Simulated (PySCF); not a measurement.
Molecule: Ga(H)(Br)(Et), SMILES [CH2]([GaH][Br])C (C₂H₆BrGa), singlet. Atoms near the plane z = 1.2 Å, at the B3LYP/def2-SVP optimised geometry (x, y, z in Å): Ga1 (0.3, 0.7, 0.0), H2 (-0.4, 2.1, 0.0), Br3 (2.6, 0.7, 0.0), C4 (-0.6, -1.1, 0.0), C5 (-2.2, -1.1, 0.0), H6 (-0.2, -1.7, 0.9), H9 (-2.5, -0.6, 0.9), H10 (-2.6, -2.1, 0.0).

Calculation: B3LYP/def2-TZVP in PySCF. The values are rescaled to run from 0 to 1.

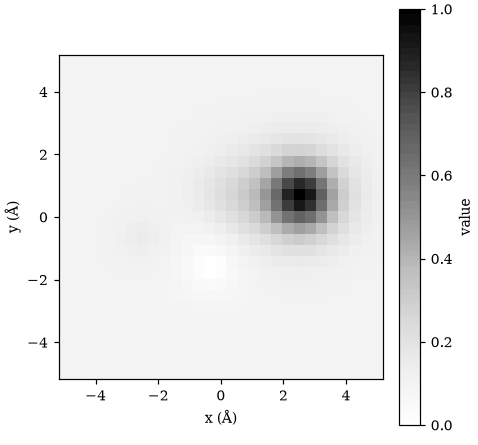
Figure. a field on the plane z = 1.2 Å.

Which quantity is mapped?
(A) an orbital amplitude
(B) Laplacian of the electron density
(C) electrostatic potential
(D) log10 of the electron density

A, an orbital amplitude. In full: HOMO−1 amplitude (bohr^(-3/2)).
